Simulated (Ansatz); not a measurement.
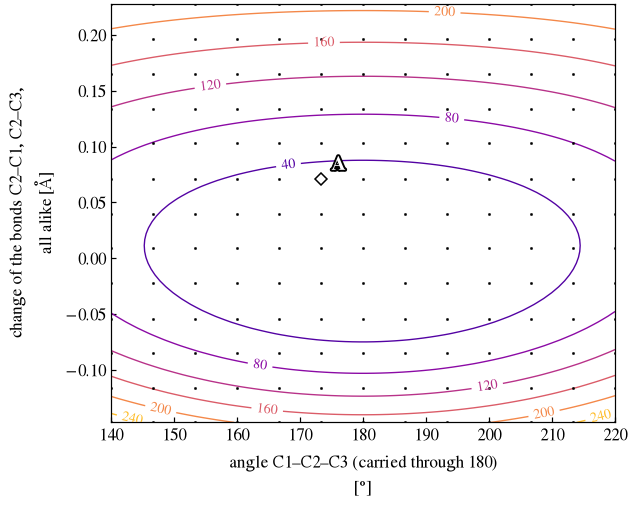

C₃H₅In, SMILES CC#[C][InH2]. Coordinates scanned: (1) angle C1–C2–C3 (carried through 180); (2) change of the bonds C2–C1, C2–C3, all alike. Nothing is relaxed (all other coordinates rigid). The scan uses a 13 × 13 grid. Points are written as (first, second). All energies are given in kJ/mol relative to the relaxed molecule at the same level. Method: Ansatz, RKS PBE-D4/def2-TZVP.

The picture shows contour lines labelled in kJ/mol, dots at the grid points, the point A. Between grid points the surface is interpolated.

Q: Is A at rest? If not, where is it pushed?

A: A, at (173.3°, 0.071 Å), is not a stationary point. The computed force is 0.35 kJ/mol for each degree towards larger values of the first coordinate and 700 kJ/mol for each Å towards smaller values of the second coordinate.
